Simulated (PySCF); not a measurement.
## Electronic structure of C$_{3}$H$_{4}$O (SMILES [CH2]C([CH2])=O) (triplet) in real space

```xyz
8

C     0.9296   -0.1601    0.8380
C     0.0784    0.5037   -0.1037
C    -0.9903   -0.2328   -0.7096
O     0.2664    1.7075   -0.3925
H     1.7328    0.3889    1.2934
H     0.7878   -1.1931    1.0949
H    -1.6314    0.2612   -1.4159
H    -1.1642   -1.2658   -0.4736
```

Geometry: GFN2-xTB.

Level of theory: UKS B3LYP, pcH-1 on C H O, non-relativistic, mean-field spin-orbit, GIAO in PySCF.

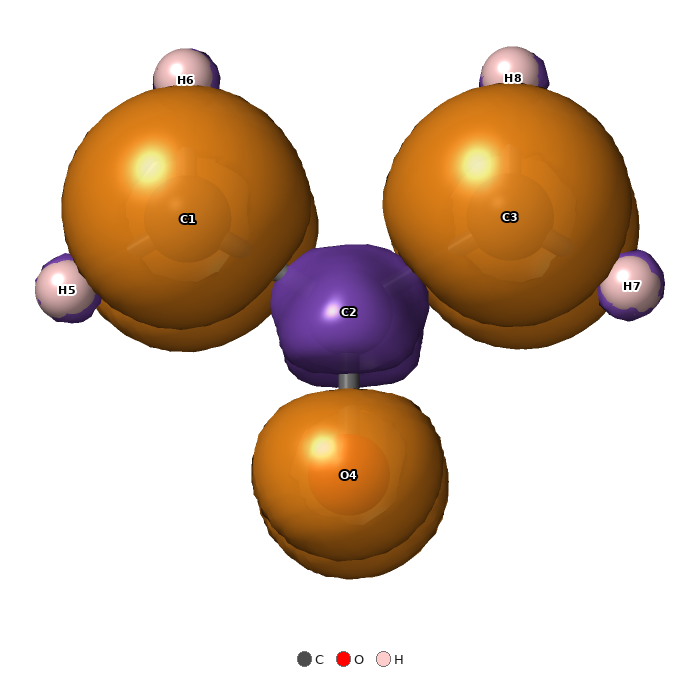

Figure 1. Isosurfaces of the spin density (α minus β) at +0.03 (orange) and −0.03 e/Å³ (purple), seen across its widest extent.

**Where is the unpaired spin?**

The unpaired spin (2 electrons) lies mostly on C1 (about 0.7), C3 (about 0.7), O4 (about 0.5) and C2 (about 0.1), in electrons by Hirshfeld's partition.

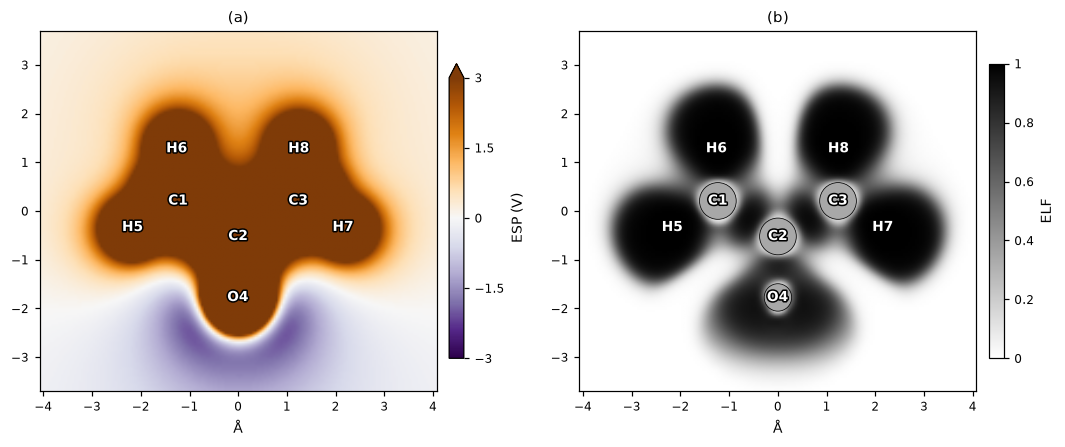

Figure 2. (a) molecular electrostatic potential; (b) ELF on the molecular plane. Grey discs cover the atomic cores in the ELF map.

**What do the fields say about this system?**

- The section cuts through C, O and H sites.
- C–O (1.25 Å): the ELF peaks at about 0.85 between the atoms; a short, strongly polar bond.
- C–C (1.43 Å): the ELF peaks at about 0.95 between the atoms, as expected for a covalent bond.
- C–H (1.07 Å): the ELF climbs to about 1 towards the hydrogen, as it does in any bond to H; a covalent bond by its length.
- The ELF also peaks beside O4, away from the bonds: non-bonding electrons, paired or unpaired.
- Outside the dense part of the molecule the potential is most negative (−2.0 V) near O4.

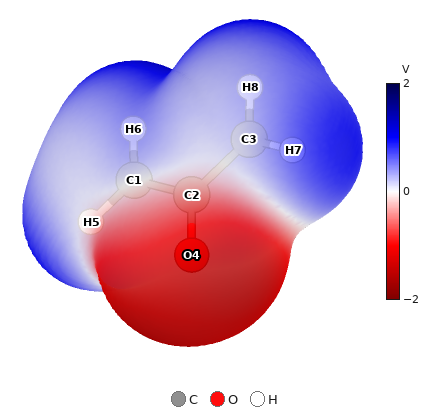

Figure 3. The molecular electrostatic potential painted on the density surface at 0.002 e/bohr³, seen at a tilt; red is negative and blue positive.

**Describe the electrostatic potential map.**

The most negative region (about −1.6 V) lies over O4, the most positive (about +1.4 V) over H6 and H8. O4 is the likeliest acceptor of a hydrogen bond.
